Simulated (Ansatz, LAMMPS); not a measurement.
**Molecular dynamics of glassy 50SiO2-43CaO-7P2O5 (mol %) (85 atoms)**

Aim: follow glassy 50SiO2-43CaO-7P2O5 (mol %) (85 atoms) for a short time with forces from DFT, then look at structure and electrons in the last frame.

Main program and level: Ansatz 0.2.0; Kohn-Sham DFT, LDA, PAW (set soft_2), plane waves.

### 1. The structure

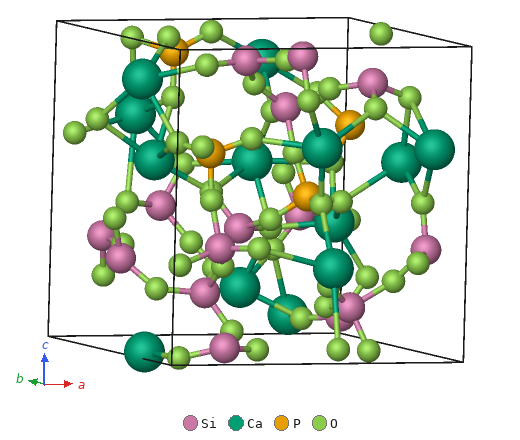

Start, viewed slightly off an axis; silicon pink, calcium teal, phosphorus orange, oxygen green. Bonds to atoms that aren't drawn are left out.

The cell holds 85 atoms: 15 Si, 13 Ca, 4 P and 53 O. Cell: a = 10.504 Å, b = 10.504 Å, c = 10.504 Å, α = 90.0°, β = 90.0°, γ = 90.0°. 85 atoms (15 Si, 13 Ca, 4 P, 53 O) placed at random at 2.63 g/cm³, melted at 4000 K for 10 ps at fixed volume with the Morse and Coulomb pair potential with partial charges (Pedone, Malavasi, Menziani, Cormack and Segre, J. Phys. Chem. B 110, 11780 (2006)). Quenched from 4000 K to 300 K at 30 K/ps and fixed volume, held 10 ps at zero pressure.

What the set-up can't give: The quench rate of 30 K/ps far exceeds what a furnace or splat quench reaches, so expect more defects and frozen-in strain than in a real sample. The network of bonds at the start is that of the classical potential that made the cell, and needn't be the one that DFT or experiment would give. Sampling is at Γ alone, for a cell whose shortest periodic width is 11 Å.

### 2. Dynamics at 600 K

A Langevin thermostat couples each atom to a heat bath, at the price of damped dynamics. The time step is 1.0 fs.

input.yaml

```yaml
crystal:
  lattice:
    - [10.50408, 0.0, 0.0]
    - [0.0, 10.50408, 0.0]
    - [0.0, 0.0, 10.50408]
  atoms:
    - { symbol: Si, position: [0.7559, 0.35195, 0.1434] }
    - { symbol: Si, position: [0.79597, 0.31085, 0.85808] }
    - { symbol: Si, position: [0.18185, 0.00443, 0.05316] }
    - { symbol: Si, position: [0.8417, 0.97622, 0.378] }
    [... 75 atom lines left out ...]
    - { symbol: O, position: [0.23981, 0.27662, 0.49565] }
    - { symbol: O, position: [0.32035, 0.06599, 0.04031] }
    - { symbol: O, position: [0.38929, 0.43581, 0.06382] }
    - { symbol: O, position: [0.23658, 0.3377, 0.91824] }
    - { symbol: O, position: [0.92734, 0.56274, 0.98957] }
    - { symbol: O, position: [0.17677, 0.41652, 0.66561] }
kpoints:
  mp_grid: { grid: [1, 1, 1] }
hamiltonian:
  xc: lda
scf:
  occupations: { method: gaussian, width: 0.025 }
output:
  forces: true
md:
  timestep: 1.0
  n_steps: 237
  ensemble: nvt_langevin
  temperature: 600
  initial_velocities: maxwell_boltzmann
  seed: 4178
```

Launch:

```console
> ansatz run input.yaml --threads 4 --pin off --max-ram 8192MiB --backend cpu --events-out ev --progress --plain --runs-dir out
```

The job ended after 50 min (4 threads of Arm Neoverse N1, shared host; peak memory 1.5 GiB).

The program notes that it switched symmetry off.

Rows from the run:

| time (fs) | T (K) | potential (meV/atom) |
| --- | --- | --- |
| 0.0 | 593 | 0.0 |
| 16.0 | 620 | -7.6 |
| 32.0 | 551 | -7.2 |
| 47.0 | 559 | -10.7 |
| 63.0 | 575 | -9.2 |
| 79.0 | 627 | -13.1 |
| 95.0 | 608 | -16.0 |
| 111.0 | 630 | -15.5 |
| 126.0 | 604 | -11.4 |
| 142.0 | 711 | -23.9 |
| 158.0 | 664 | -14.8 |
| 174.0 | 621 | -18.7 |
| 190.0 | 566 | -25.3 |
| 205.0 | 548 | -25.4 |
| 221.0 | 546 | -25.9 |
| 237.0 | 569 | -22.1 |

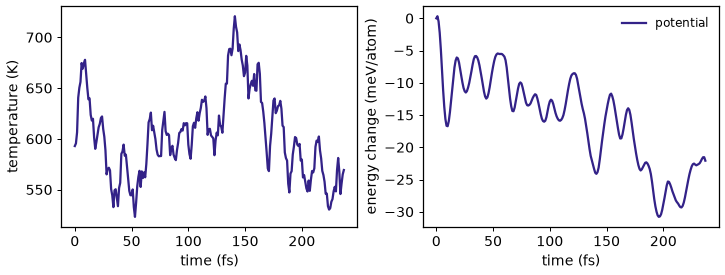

Temperature and energies against time.

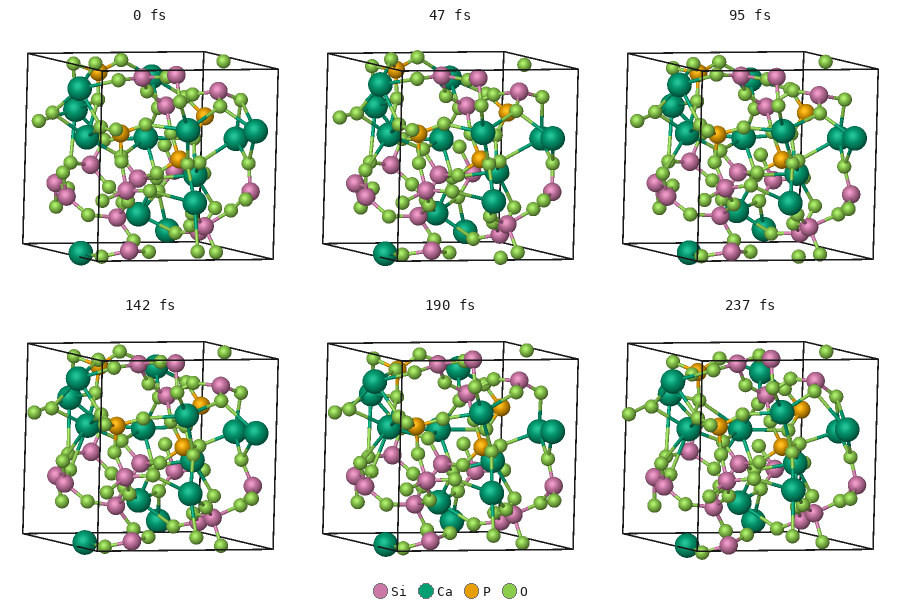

6 frames of the run. Bonds to atoms that aren't drawn are left out.

Mean square displacement from the first frame to the last: Si 0.12 Å², Ca 0.29 Å², P 0.14 Å², O 0.23 Å².

The mean square displacement by time lag:

| time lag (fs) | Ca (Å²) | O (Å²) | P (Å²) | Si (Å²) |
| --- | --- | --- | --- | --- |
| 1.0 | 4.0e-5 | 9.1e-5 | 4.5e-5 | 5.5e-5 |
| 15.0 | 0.00847 | 0.0162 | 0.00764 | 0.00918 |
| 30.0 | 0.0298 | 0.0434 | 0.0182 | 0.0203 |
| 45.0 | 0.0571 | 0.0709 | 0.0285 | 0.0294 |
| 60.0 | 0.0851 | 0.0932 | 0.0398 | 0.0403 |
| 74.0 | 0.109 | 0.114 | 0.0534 | 0.0507 |
| 89.0 | 0.130 | 0.137 | 0.0687 | 0.0603 |
| 104.0 | 0.149 | 0.159 | 0.0868 | 0.0690 |
| 119.0 | 0.166 | 0.177 | 0.105 | 0.0783 |

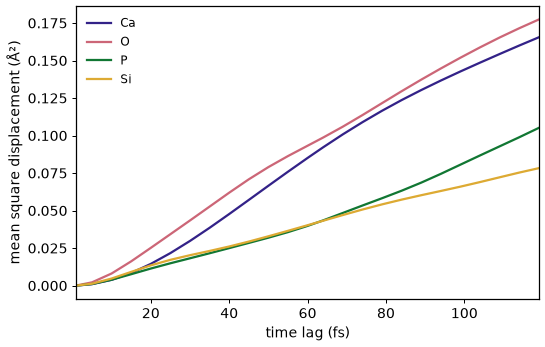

Mean square displacement against time lag.

Over the second half of 237 fs the temperature averages 609 K, falling from about 650 to 563 K (means over the first and last quarter of that half). From first frame to last Ca has the largest mean square displacement, 0.29 Å² at the end; the farthest move is 1.12 Å. The run spans 0.24 ps, too short for its means to be equilibrium values.

### 3. Distances and neighbours late in the run

The g(r) is a mean over the second half; what follows it is taken at the last frame.

Density 2.74 g/cm³, 13.63 Å³ an atom.

Mean of 15 frames. g(r), total and by pair (bins of 0.2 Å):

| r (Å) | total | O-O | O-Si | O-Ca | O-P | Si-Si | Si-Ca |
| --- | --- | --- | --- | --- | --- | --- | --- |
| 1.40 | 0.16 | 0.00 | 0.02 | 0.00 | 2.67 | 0.00 | 0.00 |
| 1.60 | 3.32 | 0.00 | 11.95 | 0.00 | 11.82 | 0.00 | 0.00 |
| 1.80 | 0.26 | 0.00 | 1.18 | 0.00 | 0.00 | 0.00 | 0.00 |
| 2.00 | 0.07 | 0.00 | 0.00 | 0.35 | 0.00 | 0.00 | 0.00 |
| 2.20 | 0.58 | 0.03 | 0.00 | 3.01 | 0.00 | 0.00 | 0.00 |
| 2.40 | 0.94 | 0.90 | 0.00 | 3.10 | 0.00 | 0.00 | 0.00 |
| 2.60 | 1.56 | 3.38 | 0.00 | 1.25 | 0.00 | 0.00 | 0.00 |
| 2.80 | 0.89 | 1.77 | 0.03 | 0.65 | 0.00 | 1.64 | 0.36 |
| 3.00 | 0.76 | 0.86 | 0.30 | 0.49 | 0.14 | 4.14 | 1.03 |
| 3.20 | 0.88 | 0.93 | 0.58 | 0.57 | 0.36 | 2.72 | 1.77 |
| 3.40 | 0.97 | 0.89 | 1.17 | 0.48 | 0.75 | 0.00 | 2.25 |
| 3.60 | 1.06 | 0.79 | 1.17 | 0.82 | 1.41 | 0.00 | 2.86 |
| 3.80 | 1.04 | 0.73 | 1.59 | 0.97 | 1.31 | 0.20 | 1.20 |
| 4.00 | 1.10 | 0.74 | 1.85 | 1.13 | 1.20 | 0.63 | 0.71 |
| 4.20 | 1.10 | 0.71 | 1.69 | 1.16 | 1.27 | 1.40 | 0.74 |
| 4.40 | 1.04 | 0.89 | 0.96 | 1.31 | 1.56 | 1.14 | 0.82 |
| 4.60 | 1.04 | 1.12 | 0.79 | 1.29 | 0.97 | 1.73 | 0.73 |
| 4.80 | 1.11 | 1.29 | 0.74 | 1.33 | 0.86 | 1.40 | 0.92 |
| 5.00 | 1.00 | 1.27 | 0.82 | 0.96 | 0.49 | 1.08 | 0.55 |
| 5.20 | 0.95 | 1.14 | 0.82 | 0.94 | 0.99 | 0.72 | 0.64 |

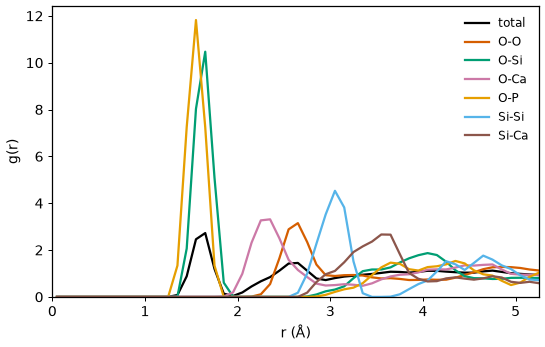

Pair distribution functions, lightly smoothed.

Bonds by pair of elements; cutoffs follow the first minimum of g(r), held within bounds set by covalent radii, and pairs that aren't listed don't count as bonded:

| pair A-B | cutoff (Å) | bonds | mean length (Å) | spread (Å) | shortest (Å) | B about A | A about B |
| --- | --- | --- | --- | --- | --- | --- | --- |
| O-Si | 2.12 | 60 | 1.62 | 0.048 | 1.53 | 1.13 | 4 |
| O-Ca | 2.98 | 75 | 2.44 | 0.227 | 2.02 | 1.42 | 5.77 |
| O-P | 2.02 | 16 | 1.55 | 0.06 | 1.44 | 0.302 | 4 |

The cutoff for O-Ca falls short of the minimum of g(r), so counts run low and odd coordinations can be artefacts.

How many atoms have how many bonded neighbours:

| element | mean | 2 | 3 | 4 | 5 | 6 | 7 |
| --- | --- | --- | --- | --- | --- | --- | --- |
| Ca | 5.77 | 0 | 0 | 1 | 3 | 7 | 2 |
| O | 2.85 | 19 | 24 | 9 | 1 | 0 | 0 |
| P | 4 | 0 | 0 | 4 | 0 | 0 | 0 |
| Si | 4 | 0 | 0 | 15 | 0 | 0 | 0 |

Bond angles, per cent of each kind in bins of 5°:

| angle (°) | O-Ca-O | O-Si-O | Ca-O-Si | Ca-O-Ca | Ca-O-P |
| --- | --- | --- | --- | --- | --- |
| 50–55 | 0.5 | 0.0 | 0.0 | 0.0 | 0.0 |
| 55–60 | 4.4 | 0.0 | 0.0 | 0.0 | 0.0 |
| 60–65 | 4.9 | 0.0 | 0.0 | 0.0 | 0.0 |
| 65–70 | 3.8 | 0.0 | 0.0 | 2.1 | 0.0 |
| 70–75 | 7.6 | 0.0 | 0.0 | 2.1 | 0.0 |
| 75–80 | 6.0 | 0.0 | 0.0 | 2.1 | 0.0 |
| 80–85 | 7.6 | 0.0 | 0.0 | 10.6 | 0.0 |
| 85–90 | 6.6 | 0.0 | 8.3 | 17.0 | 0.0 |
| 90–95 | 9.8 | 2.2 | 13.3 | 12.8 | 12.0 |
| 95–100 | 7.6 | 0.0 | 8.3 | 12.8 | 4.0 |
| 100–105 | 2.7 | 25.6 | 10.0 | 4.3 | 8.0 |
| 105–110 | 2.7 | 27.8 | 6.7 | 6.4 | 4.0 |
| 110–115 | 2.7 | 24.4 | 5.0 | 10.6 | 4.0 |
| 115–120 | 5.5 | 15.6 | 10.0 | 6.4 | 0.0 |
| 120–125 | 3.3 | 4.4 | 6.7 | 0.0 | 16.0 |
| 125–130 | 4.9 | 0.0 | 6.7 | 4.3 | 4.0 |
| 130–135 | 3.3 | 0.0 | 10.0 | 4.3 | 12.0 |
| 135–140 | 3.3 | 0.0 | 3.3 | 2.1 | 4.0 |
| 140–145 | 2.2 | 0.0 | 1.7 | 0.0 | 4.0 |
| 145–150 | 2.7 | 0.0 | 1.7 | 2.1 | 16.0 |
| 150–155 | 2.7 | 0.0 | 0.0 | 0.0 | 4.0 |
| 155–160 | 0.0 | 0.0 | 3.3 | 0.0 | 4.0 |
| 160–165 | 1.6 | 0.0 | 1.7 | 0.0 | 4.0 |
| 165–170 | 1.6 | 0.0 | 3.3 | 0.0 | 0.0 |
| 170–175 | 1.6 | 0.0 | 0.0 | 0.0 | 0.0 |

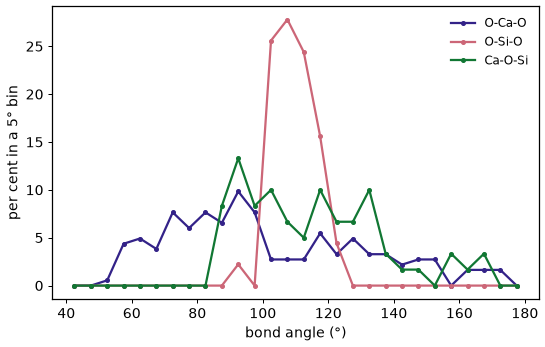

Distributions of the most common bond angles.

Bond angles (no mean is given where the spread exceeds 20°):

| angle | count | mean (°) | spread (°) |
| --- | --- | --- | --- |
| O-Ca-O | 183 | - | - |
| O-Si-O | 90 | 109 | 6.1 |
| Ca-O-Si | 60 | - | - |
| Ca-O-Ca | 47 | 100 | 17.3 |
| Ca-O-P | 25 | - | - |

Oxygen atoms by the number of network formers (Si, P, Ge, B, Al, As, Ga) bound to them:

| network formers bound to O | O atoms | per cent |
| --- | --- | --- |
| 0 | 0 | 0 |
| 1 | 30 | 56.6 |
| 2 | 23 | 43.4 |

Network units: each former by its oxygen neighbours and how many of them bridge to another former:

| former | O neighbours | bridging O | atoms |
| --- | --- | --- | --- |
| Si | 4 | 2 | 6 |
| Si | 4 | 3 | 6 |
| Si | 4 | 4 | 3 |
| P | 4 | 0 | 1 |
| P | 4 | 1 | 2 |
| P | 4 | 2 | 1 |

Bond length by coordination (bonds to H left out):

| element | coordination | atoms | mean bond length (Å) |
| --- | --- | --- | --- |
| Ca | 4 | 1 | 2.26 |
| Ca | 5 | 3 | 2.40 |
| Ca | 6 | 7 | 2.44 |
| Ca | 7 | 2 | 2.55 |
| O | 2 | 19 | 1.69 |
| O | 3 | 24 | 2.05 |
| O | 4 | 9 | 2.26 |
| O | 5 | 1 | 2.51 |

Rings of the network by King's shortest-path rule, up to 12 atoms, one path for each pair of neighbours; H, halogens, alkali and alkaline-earth atoms are left out, and the last column divides by all other atoms, bonded or not:

| ring size (atoms) | rings | per network atom |
| --- | --- | --- |
| 10 | 1 | 0.014 |
| 12 | 1 | 0.014 |

For some of the pairs, g(r) has its first main peak near 2.6 Å (O-O), 1.6 Å (O-Si), 2.3 Å (O-Ca), 1.6 Å (O-P) and 3.0 Å (Si-Si). 43 % of the oxygens bridge two formers (Si and P) and 57 % are non-bridging. Rings of 10 and 12 atoms are the most common (50 % each of those counted); sizes run from 10 to 12, where the search stops.

### 4. Single point at the last frame

The last frame is solved again with fuller output, to read the electronic structure of a thermally displaced geometry.

input.yaml

```yaml
crystal:
  lattice:
    - [10.50408, 0.0, 0.0]
    - [0.0, 10.50408, 0.0]
    - [0.0, 0.0, 10.50408]
  atoms:
    - { symbol: Si, position: [0.80743, 0.34797, 0.15925] }
    - { symbol: Si, position: [0.77976, 0.31121, 0.85848] }
    - { symbol: Si, position: [0.17189, 0.98633, 0.03047] }
    - { symbol: Si, position: [0.84898, 0.98747, 0.33271] }
    [... 75 atom lines left out ...]
    - { symbol: O, position: [0.24945, 0.30202, 0.47706] }
    - { symbol: O, position: [0.30366, 0.05624, 0.07821] }
    - { symbol: O, position: [0.371, 0.49715, 0.05599] }
    - { symbol: O, position: [0.21435, 0.35236, 0.91696] }
    - { symbol: O, position: [0.92844, 0.5289, 0.99055] }
    - { symbol: O, position: [0.16965, 0.43848, 0.65779] }
kpoints:
  mp_grid: { grid: [1, 1, 1] }
hamiltonian:
  xc: lda
scf:
  occupations: { method: gaussian, width: 0.025 }
output:
  forces: true
  stress: true
  populations: true
  dos:
    method: { smearing: { sigma: 0.08 } }
    de: 0.1
    projected: { site_lists: { Ca: [Ca], O: [O], P: [P], Si: [Si] } }
  eigenvalues: true
  write_density: true
  write_potential: true
  volumetric_format: npy
```

It took 34 s on 4 threads; peak memory 1.3 GiB; 2.1 min of CPU time.

Read from the output:

* free energy: -64610.8070 eV
* free energy per atom: -760.1271 eV/atom
* SCF cycles: 10
* pressure: -1.595 GPa
* r.m.s. force component: 1.23 eV/Å
* longest force: 5.369 eV/Å
* Fermi energy: 6.161 eV
* gap (highest filled to lowest empty level): 3.518 eV
* spilling of the projection: 0.01572

Length of the force by element:

| element | coordination | atoms | mean length of the force (eV/Å) | spread | least | most |
| --- | --- | --- | --- | --- | --- | --- |
| Ca | all | 13 | 0.855 | 0.420 | 0.173 | 1.88 |
| O | all | 53 | 1.68 | 0.821 | 0.262 | 4.24 |
| P | all | 4 | 3.57 | 0.514 | 2.88 | 4.24 |
| Si | all | 15 | 2.74 | 1.28 | 0.886 | 5.37 |

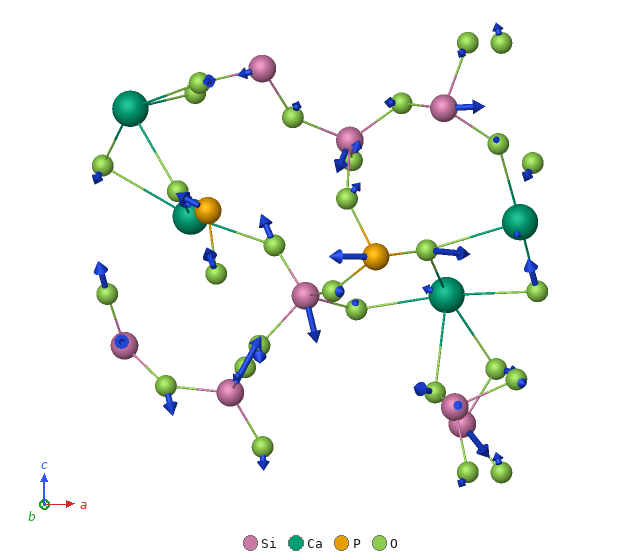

Forces as arrows; the longest in the cell is 5.37 eV/Å. Drawn is a slice 4 Å thick, seen along the normal of the ac plane. Bonds to atoms that aren't drawn are left out.

Löwdin charges by element (they lack the spilled electrons, 0.098 e an atom on average):

| element | coordination | atoms | mean charge (e) | spread | least | most |
| --- | --- | --- | --- | --- | --- | --- |
| Ca | all | 13 | 1.74 | 0.0147 | 1.72 | 1.78 |
| O | all | 53 | -0.892 | 0.0997 | -1.03 | -0.746 |
| P | all | 4 | 2.10 | 0.0308 | 2.07 | 2.15 |
| Si | all | 15 | 1.64 | 0.0531 | 1.54 | 1.72 |

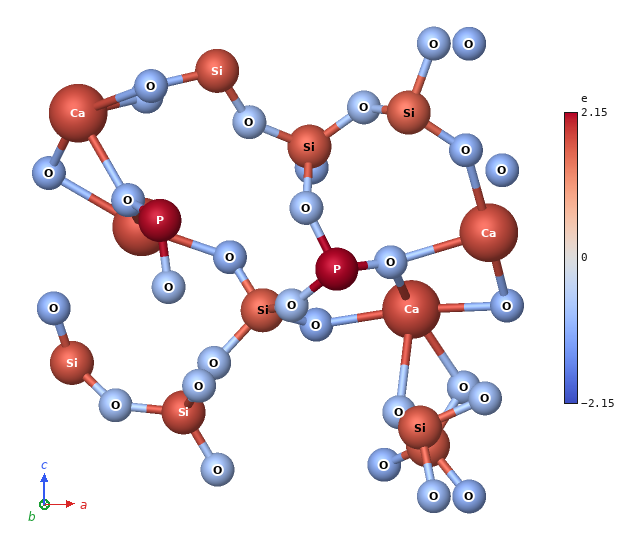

Atoms coloured by Löwdin charge. Drawn is a slice 5 Å thick, seen along the normal of the ac plane. Bonds to atoms that aren't drawn are left out.

States in the cell by windows of 1 eV, zero at the Fermi level; the larger projections on atomic orbitals stand beside the total:

| from (eV) | to (eV) | total | O p | Si p |
| --- | --- | --- | --- | --- |
| -14 | -13 | 0.0 | 0.0 | 0.0 |
| -13 | -12 | 1.1 | 0.7 | 0.0 |
| -12 | -11 | 6.9 | 4.4 | 0.3 |
| -11 | -10 | 9.9 | 6.6 | 0.8 |
| -10 | -9 | 8.8 | 6.2 | 1.1 |
| -9 | -8 | 16.3 | 11.6 | 2.0 |
| -8 | -7 | 21.5 | 15.9 | 2.1 |
| -7 | -6 | 39.4 | 30.8 | 2.6 |
| -6 | -5 | 48.4 | 41.6 | 2.3 |
| -5 | -4 | 50.3 | 45.7 | 1.3 |
| -4 | -3 | 65.7 | 61.3 | 1.1 |
| -3 | -2 | 43.0 | 41.0 | 0.4 |
| -2 | -1 | 6.6 | 6.3 | 0.0 |
| -1 | 1 | 0.0 | 0.0 | 0.0 |
| 1 | 2 | 2.0 | 0.1 | 0.0 |
| 2 | 3 | 4.0 | 0.2 | 0.1 |
| 3 | 4 | 22.1 | 1.2 | 1.7 |
| 4 | 5 | 50.8 | 2.6 | 4.5 |

The curve was stored every 0.10 eV, coarse against its broadening of 0.08 eV, so these counts are rough.

Between -26 and -14 eV lie 184 more states.

The stored curve holds about 502 of the 528 electrons; the rest, give or take the few that broadening carries across the Fermi level, lie in deeper levels below its range.

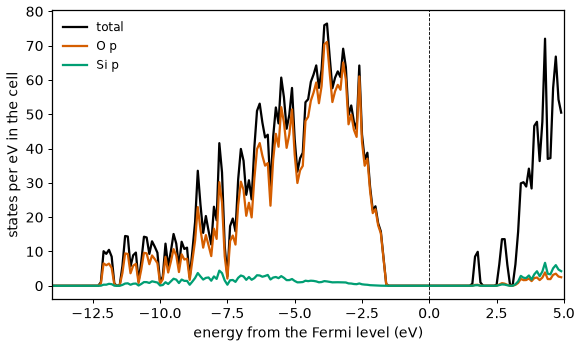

Total and projected density of states, with the broadening of the input.

The levels nearest the highest filled one (over half full), pooled over k-points and spins:

| level less the highest filled one (eV) | occupation |
| --- | --- |
| -0.481 | 2 |
| -0.404 | 2 |
| -0.299 | 2 |
| -0.230 | 2 |
| -0.123 | 2 |
| 0 | 2 |
| 3.52 | 0 |
| 4.44 | 0 |
| 4.58 | 0 |
| 5.04 | 0 |
| 5.17 | 0 |
| 5.20 | 0 |

Mean Löwdin charges: Ca +1.74, O -0.89, P +2.10, Si +1.64 e (they miss 1.6 % of the electrons, so they add up to more than the cell's charge).

### 5. What came out

| Property | Result |
| --- | --- |
| mean temperature, second half | 608.9 K |
| temperature swing, second half | 47.61 K |
| free energy per atom | -760.1271 eV/atom |
| pressure | -1.595 GPa |
| r.m.s. force component | 1.23 eV/Å |
| gap (highest filled to lowest empty level) | 3.518 eV |
| wall time of the 2 DFT runs | 50 min |

**Reading.** Over the second half of 237 fs the temperature averages 609 K, falling from about 650 to 563 K (means over the first and last quarter of that half). The run spans 0.24 ps, too short for its means to be equilibrium values. 43 % of the oxygens bridge two formers (Si and P) and 57 % are non-bridging. The highest filled and lowest empty levels differ by 3.52 eV (at Γ alone); a local or semilocal functional tends to put such gaps too low. In a disordered cell it changes from sample to sample, and tail or defect levels can set it.

What to keep in mind: The pressure of -1.6 GPa is that of one thermal frame at a volume set beforehand, without the kinetic term.

[Logs are printed without paths, hosts, clocks, repeated set-up lines and the standing remarks that a program may print on its own settings, such as how far it seeks lower states.]

[Hosts, paths, dates, database ids (printed as entryN), source tags and the programs' standing remarks are cut or masked in the printed files.]
